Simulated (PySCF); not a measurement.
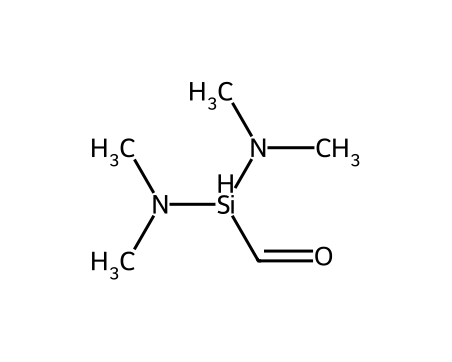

The computed structure is the end point of a GFN2-xTB optimisation. No frequency run is at hand to confirm it as a minimum. Method: PBE0/pcSseg-1, gas phase (PySCF 2.14.0).

What is the HOMO energy (Kohn–Sham orbital)?

−6.20 eV.

What is the dipole moment?

2.93 D.

Give the HOMO–LUMO gap at this level.

4.86 eV.

The geometry is semi-empirical. Around Si such bond lengths and angles can be off by a tenth of an ångström or more and by several degrees, and values that hang on the shape move with them.
